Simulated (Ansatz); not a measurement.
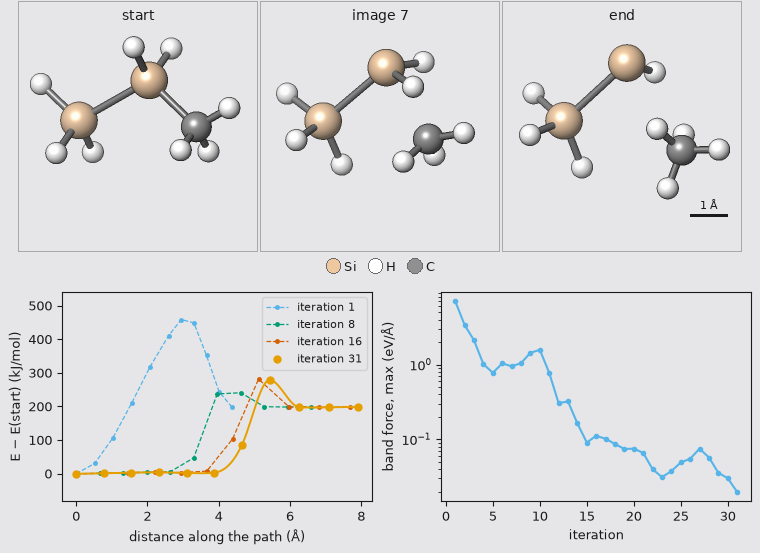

A nudged-elastic-band calculation for CH8Si2. Images are numbered from 0 (start) to 10 (end). The plot follows the band through its iterations. A ball-and-stick model, seen at a tilt.

Method: RKS B3LYP-D4/def2-SVP (Ansatz 0.2.0). Settings: 9 movable images; climbing image; force threshold 0.03 eV/Å; iteration limit 60; starting path through a guess of the saddle point.

> Judge this run.

The run is converged, with reservations. The band converged in 31 iterations. The largest component of the band force went from 7 to 0.02 eV/Å. The climbing image converged on the top of the path. Its vibrational analysis gives one imaginary mode (1187i cm⁻¹), as a transition state must have. The first iteration put the highest image at 458.9 kJ/mol. Forward barrier 278.8 kJ/mol, backward barrier 79.9 kJ/mol, with image 7 at the top; the reaction energy is +198.9 kJ/mol.

Cost: 8.2 min on 2 threads of Arm Neoverse V1 (shared host), peak memory 0.18 GiB.
